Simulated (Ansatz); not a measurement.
## Two runs on C2HSi

System: C2HSi, multiplicity 2.
Method of the first run: UKS PBE-D4/def2-TZVPP (Ansatz 0.2.0).

The geometry: a frame of the PBE0-D4/def2-SVP trajectory. Text and figures count atoms from 1; the logs count them from 0 in places.

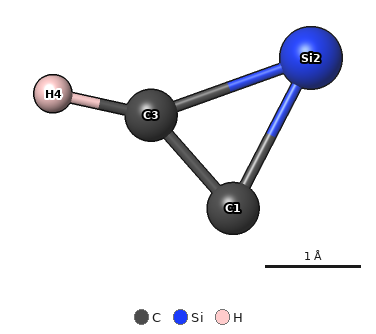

Fig. 1: The structure as given in the input (ball-and-stick view, seen on its broad side; atoms are numbered from 1 in the order of the input). Bond lengths as drawn: C–C 1.31 Å, C–H 1.07 Å and C–Si 1.79 to 1.80 Å.

## The input, the first run
```yaml
crystal:
  periodic: [false, false, false]
  atoms:
    - {symbol: C, position_ang: [-0.146675, -0.864273, 0.610339]}
    - {symbol: Si, position_ang: [1.407650, 0.018295, 0.565356]}
    - {symbol: C, position_ang: [-0.206545, 0.151098, -0.211944]}
    - {symbol: H, position_ang: [-0.863649, 0.703662, -0.847184]}
basis:
  gaussian: {orbitals: def2-TZVPP}
magnetization: {spin_polarized: true, initial_magnetization: 1}
hamiltonian: {xc: pbe, dispersion: d4}
output: {forces: true}
```

Command:
```bash
ansatz run in.yaml --threads 1 --pin off --events-out ev --progress --plain --max-ram 4352MiB
```

Hardware: 1 CPU thread, shared host.

## Output (the first run)
```
Functional definition: PBE
  parameter kappa = 0.804
  parameter beta = 0.06672455060314922
  exchange = pbe_x(kappa = kappa, mu = beta*pi^2/3)
  correlation = pbe_c(beta = beta)
707 factors; their error is unknown
mean field evaluation 1: about -9936.9124 eV, gradient 5.8e1 eV
mean field evaluation 2: about -9767.2460 eV, gradient 1.4e2 eV
mean field evaluation 4: about -9957.0992 eV, gradient 9.2e0 eV
mean field evaluation 8: about -9957.6470 eV, gradient 1.6e-1 eV
mean field evaluation 16: about -9957.6237 eV, gradient 4.9e-3 eV
mean field -9957.62374821 eV, -365.9359232269 hartree, gradient 7.7e-5 eV, S^2 0.754266; 0 other end points of the search recorded, 0 dependent functions left out
the calculation of the forces begins
reference -9957.62377926 eV, -365.9359243681 hartree; 14, 13 occupied and 104, 105 virtual orbitals, 707 factors
Total energy: -9957.70247424 eV, -365.9388163550 hartree
Atom 0 at    -0.146675    -0.864273     0.610339 Å, force    -0.899406    -0.921683     0.282921 eV/Å
Atom 1 at     1.407650     0.018295     0.565356 Å, force     2.637841     0.441943     0.709492 eV/Å
Atom 2 at    -0.206545     0.151098    -0.211944 Å, force    -1.374909     0.029040    -0.414795 eV/Å
Atom 3 at    -0.863649     0.703662    -0.847184 Å, force    -0.363525     0.450699    -0.577618 eV/Å
Dipole moment:    -0.030148     0.246300    -0.192185 e Å
```

For the second run the input was changed thus:
```diff
-hamiltonian: {xc: pbe, dispersion: d4}
+hamiltonian: {xc: r2scan, dispersion: d4}
```

Predict how the results change.

The total energies belong to different models, so their difference says nothing on which is more stable or more accurate. The largest force goes from 2.767 to 2.347 eV/Å.

## Output (the second run)
```
Functional definition: r2SCAN
  parameter k0 = 0.174
  parameter k1 = 0.065
  parameter a1 = 4.9479
  exchange = r2scan_x(k0 = k0, k1 = k1, a1 = a1)
  correlation = r2scan_c
707 factors; their error is unknown
mean field evaluation 1: about -9948.4972 eV, gradient 4.8e1 eV
mean field evaluation 2: about -9860.8828 eV, gradient 1.1e2 eV
mean field evaluation 4: about -9961.5004 eV, gradient 1.2e1 eV
mean field evaluation 8: about -9962.3332 eV, gradient 1.5e-1 eV
mean field evaluation 16: about -9962.3117 eV, gradient 5.3e-3 eV
mean field -9962.31170174 eV, -366.1082023415 hartree, gradient 3.8e-5 eV, S^2 0.759405; 0 other end points of the search recorded, 0 dependent functions left out
the calculation of the forces begins
reference -9962.31171277 eV, -366.1082027471 hartree; 14, 13 occupied and 104, 105 virtual orbitals, 707 factors
Total energy: -9962.32787249 eV, -366.1087966055 hartree
Atom 0 at    -0.146675    -0.864273     0.610339 Å, force    -0.766948    -0.563040     0.055270 eV/Å
Atom 1 at     1.407650     0.018295     0.565356 Å, force     2.239521     0.360829     0.603612 eV/Å
Atom 2 at    -0.206545     0.151098    -0.211944 Å, force    -1.244804    -0.091921    -0.237086 eV/Å
Atom 3 at    -0.863649     0.703662    -0.847184 Å, force    -0.227769     0.294133    -0.421796 eV/Å
Dipole moment:    -0.051250     0.242371    -0.197088 e Å
```

## The two runs side by side

```csv
quantity,the first run,the second run
outcome,converged,converged
total energy (hartree),−365.938816,−366.108797
dipole moment (D),1.51,1.52
⟨S²⟩,0.754,0.759
largest force (eV/Å),2.767,2.347
basis functions,118,118
wall time (shared host),3 s,7 s
```
